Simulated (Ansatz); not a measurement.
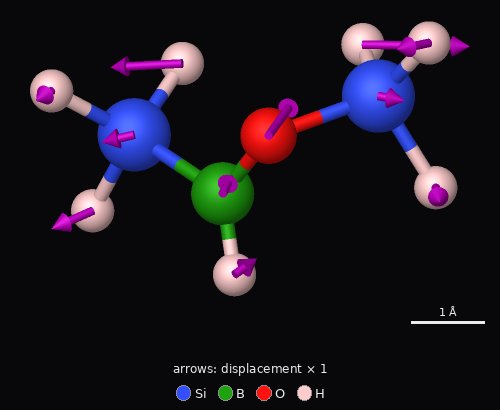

This is a relaxation of BSi2H7O (coarse preliminary run). The starting structure is drawn; purple arrows show the displacements, at their true length. The two geometries are superimposed by the best rigid fit.

Style: ball-and-stick. Shown at a tilt.

The start comes from a force field.

All numbers below come from Ansatz 0.2.0, RKS PBE-D4/def2-SVP.

The input:
```yaml
crystal:
  periodic: [false, false, false]
  atoms:
    - {symbol: Si, position_ang: [-0.480700, 1.787000, 0.210600]}
    - {symbol: B, position_ang: [-0.637800, -0.028400, 0.762900]}
    - {symbol: O, position_ang: [0.553600, -0.801700, 0.966300]}
    - {symbol: Si, position_ang: [0.928900, -1.663400, -0.483800]}
    - {symbol: H, position_ang: [0.114200, 1.895400, -1.140100]}
    - {symbol: H, position_ang: [0.266500, 2.609700, 1.171000]}
    - {symbol: H, position_ang: [-1.857600, 2.398800, 0.123200]}
    - {symbol: H, position_ang: [-1.648300, -0.476700, 1.020500]}
    - {symbol: H, position_ang: [1.059700, -0.722700, -1.557600]}
    - {symbol: H, position_ang: [-0.286000, -2.556200, -0.739900]}
    - {symbol: H, position_ang: [2.052800, -2.498700, -0.312400]}
basis:
  gaussian: {orbitals: def2-SVP}
hamiltonian: {xc: pbe, dispersion: d4}
relax: {f_tol: 0.03, max_steps: 200}
```

Launched with:
```bash
ansatz run in.yaml --threads 2 --pin off --events-out ev --progress --plain --max-ram 4352MiB
```

Question: Describe the change and its energy.

Answer: The largest move after the best rigid fit is that of H9, 1.55 Å. By element the largest moves are H 1.55 Å, O 1.31 Å, B 0.54 Å, Si 0.47 Å. Near-neighbour distances that change, for instance: Si1–B2 1.904 → 2.042 Å, B2–H8 1.135 → 1.229 Å, Si4–H11 1.411 → 1.499 Å, B2–O3 1.435 → 1.359 Å. Bond angles that change, for instance: B2–O3–Si4 109.3° → 131.3°, O3–Si4–H10 105.0° → 109.9°, O3–Si4–H11 111.5° → 107.4°. Groups turn about B2–O3 by about 90°, O3–Si4 by about 65°. The energy falls by 22.9 kcal/mol in 12 geometry steps. The largest force component goes from 3.3 to 0.017 eV/Å.
